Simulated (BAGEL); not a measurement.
**GeHClF2 (SMILES [F][GeH]([F])[Cl]) at HF/STO-3G (density fitting with qzvpp-jkfit)**

What is the energy change on altering one bond length of GeHClF2 at HF/STO-3G (density fitting with qzvpp-jkfit)? 

Program for the calculation: BAGEL 1.2.2.

3 further runs of the same task are left out: 3 that didn't finish.

**1. Starting point**

The species is GeHClF2 (5 atoms), meant as a singlet with charge 0. SMILES: `[F][GeH]([F])[Cl]`. The shape is that of a PBE0-D4/def2-TZVP optimisation.

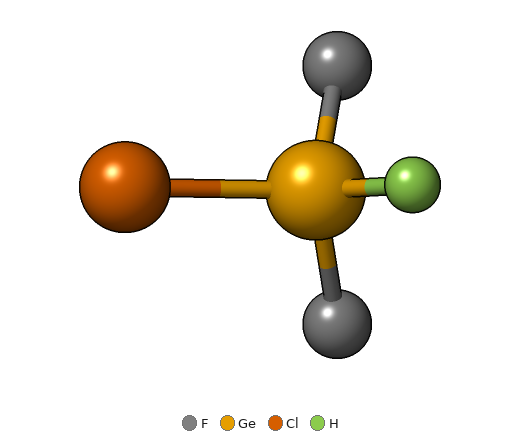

Viewed from a chosen angle; fluorine grey, germanium amber, chlorine orange, hydrogen green.

**2. A single-point energy at HF/STO-3G (density fitting with qzvpp-jkfit)**

input.json reads:

```json
{ "bagel" : [

{
  "title" : "molecule",
  "basis" : "sto-3g",
  "df_basis" : "qzvpp-jkfit",
  "angstrom" : true,
  "geometry" : [
    { "atom" : "F", "xyz" : [       1.537600,       0.699700,      -0.229900 ] },
    { "atom" : "Ge", "xyz" : [       0.016700,      -0.011800,       0.110900 ] },
    { "atom" : "F", "xyz" : [      -1.125600,       1.248800,      -0.092800 ] },
    { "atom" : "Cl", "xyz" : [      -0.360000,      -1.470300,      -1.365500 ] },
    { "atom" : "H", "xyz" : [      -0.018800,      -0.539900,       1.536000 ] }
  ]
},

{ "title" : "hf" },

{ "title" : "print", "file" : "orbitals.molden", "orbitals" : true }

]}
```

Started as:

```console
$ BAGEL_NUM_THREADS=1 BAGEL input.json > input.out
```

What it wrote:

```text
* using 1 threads per process

  ===============================================================
  ===============================================================

  *** Geometry ***

  { "atom" : "F", "xyz" : [      2.905643,      1.322241,     -0.434448 ] },
  { "atom" : "Ge", "xyz" : [      0.031558,     -0.022299,      0.209571 ] },
  { "atom" : "F", "xyz" : [     -2.127076,      2.359890,     -0.175367 ] },
  { "atom" : "Cl", "xyz" : [     -0.680301,     -2.778464,     -2.580421 ] },
  { "atom" : "H", "xyz" : [     -0.035527,     -1.020263,      2.902619 ] },

  Number of auxiliary basis functions:      566

  Since a DF basis is specified, we compute 2- and 3-index integrals:
    o Being stored without compression. Storage requirement is 0.007 GB

  Number of basis functions:       38
  Number of electrons      :       68

    * METHOD: MOLECULE                             0.26

  *** RHF ***

  === Nuclear Repulsion ===
   400.0452952271

      * DIIS with orbital gradients will be used.

  === RHF iteration (sto-3g) ===
      0      -2702.96179080          0.01288940           0.06
      1      -2703.07067271          0.00238683           0.04
      2      -2703.07518683          0.00080300           0.04
      3      -2703.07601529          0.00013217           0.04
      4      -2703.07603727          0.00001922           0.04
      5      -2703.07603764          0.00000340           0.05
      6      -2703.07603766          0.00000104           0.06
      7      -2703.07603766          0.00000025           0.06
      8      -2703.07603766          0.00000004           0.06
      9      -2703.07603766          0.00000001           0.06
    * SCF iteration converged.

    * Permanent dipole moment:
           (   -0.081597,    -0.161310,    -0.939803) a.u.

    * METHOD: HF                                   0.66

    * METHOD: PRINT                                0.00

  ===============================================================
```

Run time: 1.1 s. Hardware: 1 thread of Arm Neoverse V2, shared host; peak memory 0.083 GiB.

**3. The distorted shape at the same level**

input.json reads:

```json
{ "bagel" : [

{
  "title" : "molecule",
  "basis" : "sto-3g",
  "df_basis" : "qzvpp-jkfit",
  "angstrom" : "true",
  "geometry" : [
    { "atom" : "F", "xyz" : [       2.298049,       1.055450,      -0.400300 ] },
    { "atom" : "Ge", "xyz" : [       0.016700,      -0.011800,       0.110900 ] },
    { "atom" : "F", "xyz" : [      -1.125600,       1.248800,      -0.092800 ] },
    { "atom" : "Cl", "xyz" : [      -0.360000,      -1.470300,      -1.365500 ] },
    { "atom" : "H", "xyz" : [      -0.018800,      -0.539900,       1.536000 ] }
  ]
},

{ "title" : "hf" },

{ "title" : "print", "file" : "orbitals.molden", "orbitals" : "true" }

]}
```

Started as:

```console
$ BAGEL_NUM_THREADS=1 BAGEL input.json > input.out
```

What it wrote:

```text
* using 1 threads per process

  ===============================================================
  ===============================================================

  *** Geometry ***

  { "atom" : "F", "xyz" : [      4.342683,      1.994511,     -0.756457 ] },
  { "atom" : "Ge", "xyz" : [      0.031558,     -0.022299,      0.209571 ] },
  { "atom" : "F", "xyz" : [     -2.127076,      2.359890,     -0.175367 ] },
  { "atom" : "Cl", "xyz" : [     -0.680301,     -2.778464,     -2.580421 ] },
  { "atom" : "H", "xyz" : [     -0.035527,     -1.020263,      2.902619 ] },

  Number of auxiliary basis functions:      566

  Since a DF basis is specified, we compute 2- and 3-index integrals:
    o Being stored without compression. Storage requirement is 0.007 GB

  Number of basis functions:       38
  Number of electrons      :       68

    * METHOD: MOLECULE                             0.26

  *** RHF ***

  === Nuclear Repulsion ===
   361.9277387246

      * DIIS with orbital gradients will be used.

  === RHF iteration (sto-3g) ===
      0      -2702.59714462          0.01548734           0.06
      1      -2702.76634844          0.01325844           0.06
      2      -2702.88196123          0.00153094           0.05
      3      -2702.88382834          0.00051910           0.04
      4      -2702.88409455          0.00013085           0.04
      5      -2702.88411481          0.00003484           0.04
      6      -2702.88411643          0.00001357           0.05
      7      -2702.88411677          0.00000930           0.06
      8      -2702.88411708          0.00000376           0.06
      9      -2702.88411713          0.00000097           0.06
     10      -2702.88411713          0.00000032           0.06
     11      -2702.88411713          0.00000011           0.06
     12      -2702.88411713          0.00000004           0.06
     13      -2702.88411713          0.00000001           0.06
    * SCF iteration converged.

    * Permanent dipole moment:
           (    0.131093,    -0.084592,    -0.932724) a.u.

    * METHOD: HF                                   0.89

    * METHOD: PRINT                                0.00

  ===============================================================
```

Wall time 1.3 s (1 thread of Arm Neoverse V2, shared host); peak memory 0.083 GiB.

**4. Outcome**

Level: HF/STO-3G (density fitting with qzvpp-jkfit).

| quantity | value |
| --- | --- |
| first shape: total energy | -2703.07604 Eh |
| first shape: dipole moment | 2.43 D |
| first shape: HOMO energy | -10.73 eV |
| first shape: LUMO energy | 8.23 eV |
| first shape: HOMO–LUMO gap | 18.96 eV |
| distorted shape: total energy | -2702.88412 Eh |
| distorted shape: dipole moment | 2.40 D |
| distorted shape: HOMO energy | -7.70 eV |
| distorted shape: LUMO energy | 3.39 eV |
| distorted shape: HOMO–LUMO gap | 11.09 eV |
| energy change with the F1–Ge2 bond stretched from 1.713 to 2.570 Å | 5.222 eV |

**Reading.** With the F1–Ge2 bond stretched from 1.713 to 2.570 Å the energy rises by 5.22 eV (504 kJ/mol). The first shape isn't relaxed at this level, so the change isn't measured from a minimum. The minimal basis adds a large error of its own.
